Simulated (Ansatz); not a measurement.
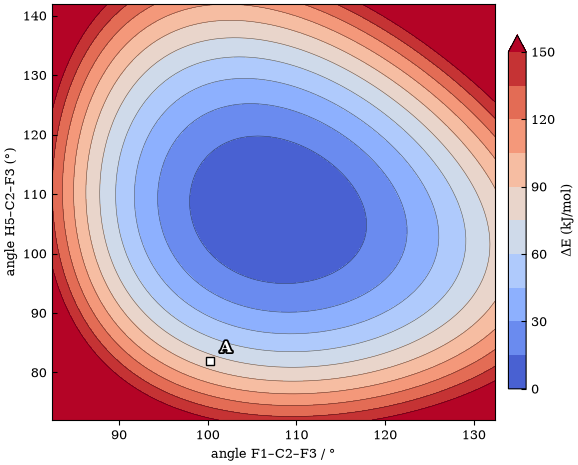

CH₄F₂Si, SMILES FC(F)[SiH3]. The first coordinate is: angle F1–C2–F3; the second: angle H5–C2–F3. Nothing is relaxed (all other coordinates rigid). The scan uses a 15 × 15 grid. Energies: kJ/mol, counted from the lowest grid point. The calculation used RKS PBE-D4/def2-TZVP (Ansatz 0.2.0).

The picture shows filled contours, one colour for all values above the top of the scale, the point A. Between grid points the surface is interpolated.

**Which way does the force act at A, and how strong is it?**

A, at angle F1–C2–F3 = 100.3°, angle H5–C2–F3 = 82°, is not a stationary point. The computed force is 2.9 kJ/mol for each degree towards larger values of angle F1–C2–F3 and 5.8 kJ/mol for each degree towards larger values of angle H5–C2–F3.
